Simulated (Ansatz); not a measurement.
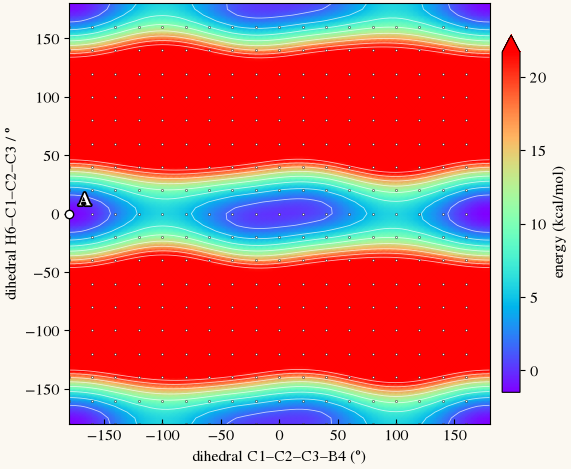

C3H4BF, SMILES C=CC=BF. The first coordinate is: dihedral C1–C2–C3–B4; the second: dihedral H6–C1–C2–C3. Nothing is relaxed (all other coordinates rigid). Grid: 18 × 18 points; 319 points were computed and 5 follow by symmetry. All energies are given in kcal/mol relative to the relaxed molecule at the same level. The dihedral twists a double bond; near 90° a spin-restricted reference is unreliable. Computed with Ansatz 0.2.0, RKS PBE0-D4/def2-SVP.

Drawn: a smooth colour map with a few white contour lines, dots at the grid points, one colour for all values above the top of the scale, the well A. Between grid points the surface is interpolated.

Q: Estimate the position of the minimum and the force constants in these coordinates. Take the well at A.

A: The interpolated minimum is at dihedral C1–C2–C3–B4 ≈ −180°, dihedral H6–C1–C2–C3 ≈ 0°. The curvatures there are about 0.8 eV/rad² and 3.2 eV/rad², with a cross term of about 0 eV/rad². Round the minimum the two coordinates are nearly uncoupled. (1 eV is 23.1 kcal/mol.)
